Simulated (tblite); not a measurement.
# C4H12O2Si: the cost of one run

Computed with tblite 0.8.0 and PySCF 2.14.0, with density-fitted response routines of our own, on a single molecule in the gas phase. Atoms are numbered from 0 throughout.

### Step 1. Starting geometry

19 atoms, charge 0, multiplicity 1; geometry from: force field or distance geometry start.

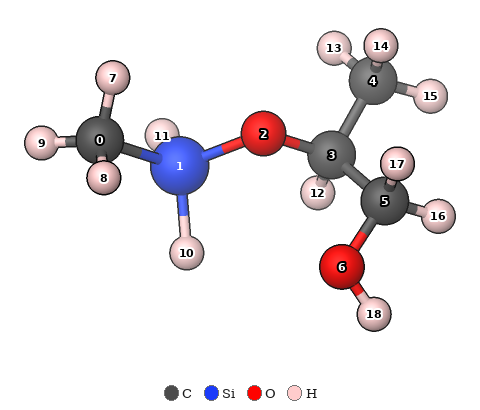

The starting geometry (carbon dark grey, silicon blue, oxygen red, hydrogen pink), atoms numbered; sticks join atoms by distance.

### Step 2. Geometry optimisation with GFN2-xTB

What the job is given:

```
{"job": {"kind": "relax", "xc": "GFN2-xTB", "basis": "xTB"}, "charge": 0, "multiplicity": 1}
C      3.114600    -0.367900     0.078600
Si     1.486600     0.278600     0.803000
O      0.340900     0.087000    -0.404600
C     -0.972200     0.338400    -0.038100
C     -1.478600     1.428300    -0.933900
C     -1.817000    -0.920600    -0.290300
O     -1.251900    -1.953800     0.477500
H      3.159700     0.098100    -0.943900
H      3.089400    -1.461900    -0.011200
H      3.978900    -0.041800     0.649700
H      1.056200    -0.569900     1.955900
H      1.627000     1.636600     1.316400
H     -1.033700     0.611200     1.051000
H     -0.862400     2.331900    -0.737600
H     -1.314200     1.084600    -1.993200
H     -2.558100     1.590000    -0.718800
H     -2.849600    -0.685300    -0.003600
H     -1.738500    -1.197100    -1.360700
H     -1.986800    -2.277100     1.096400
```

Launch:

```console
> OMP_NUM_THREADS=1 python probes_run.py task.json out
```

The driver reads the jobs from task.json and runs them one after another.

**Question.** How long does this first job take on 1 thread of Arm Neoverse N1, shared host?

About 2.5 s.
